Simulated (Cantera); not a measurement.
Charge: 1 mol Hg, 0.13 mol H2, at 0.133 bar.

These are equilibrium values from Cantera (NASA tables, ideal gas, pure condensed phases), not measurements of a reactor. Candidate condensed phases: Hg; 3 gas species. Rates play no part.

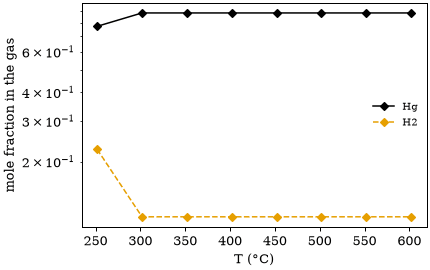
Equilibrium gas composition (values under 1e-9 drawn at 1e-9)

At 252 °C the condensed part is Hg(l). From 302 °C to 602 °C nothing is condensed. The main Hg-bearing gas is Hg throughout.
